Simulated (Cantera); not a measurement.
A closed system holds: 1 mol Si, a varied amount of HCl, 7.7 mol H2, held at 877 °C and 34000 Pa.

Method: chemical equilibrium by Gibbs-energy minimisation in Cantera with the NASA 1993 tables (ideal gas, pure condensed phases). Candidate condensed phases: Si; 19 gas species. The tables' values for SiCl3 are old estimates; treat these amounts as uncertain. Equilibrium is a limit: real reactors are often held back by kinetics, nucleation or transport.

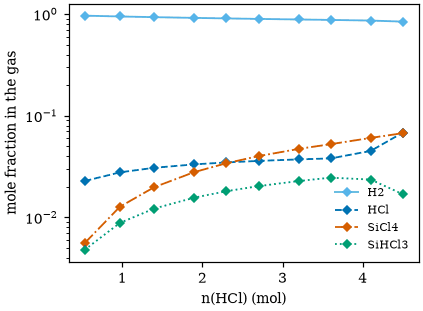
*Equilibrium gas composition (values under 1e-9 drawn at 1e-9)*

From 0.53 mol HCl to 3.6 mol HCl the condensed part is Si(s). From 4.1 mol HCl to 4.5 mol HCl nothing is condensed. The main Si-bearing gas is SiCl4 throughout.
